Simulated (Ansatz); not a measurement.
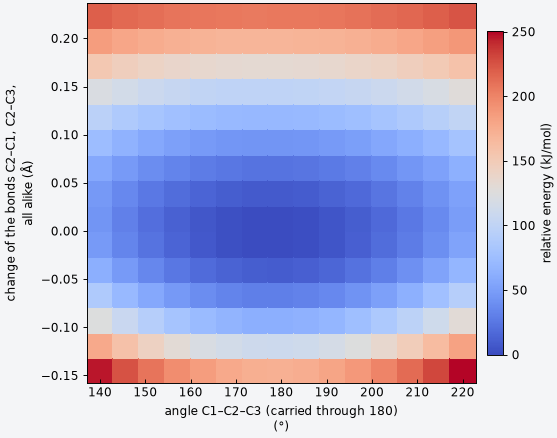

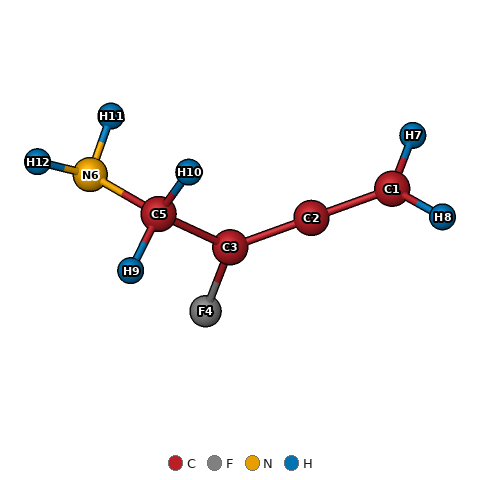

Energy landscape of C4H6FN, SMILES C=C=C(F)CN. 
- First axis: angle C1–C2–C3 (carried through 180). Second axis: change of the bonds C2–C1, C2–C3, all alike.
- Nothing is relaxed (all other coordinates rigid).
- The grid has 15 × 15 points.
- Points are written as (first, second).
- All energies are given in kJ/mol relative to the lowest grid point.
- All numbers below come from RKS PBE-D4/def2-SVP in Ansatz.

The picture shows one coloured cell a grid point. The second picture is the structure at the lowest point.

**Where are the wells?**

The lowest grid point is at (180.0°, 0.013 Å). No other kind of well shows on this grid. The highest grid point, (220.0°, −0.145 Å), lies 250 kJ/mol above the lowest. Round the minimum the two coordinates are nearly uncoupled.

Each point was launched as `ansatz run input.yaml --threads 1 --pin off --max-ram 2560MiB --backend cpu --events-out ev --progress --plain --runs-dir out`. Time for the 225 points that were run: 27 min on 1 thread of Arm Neoverse N1, with other jobs on the host.
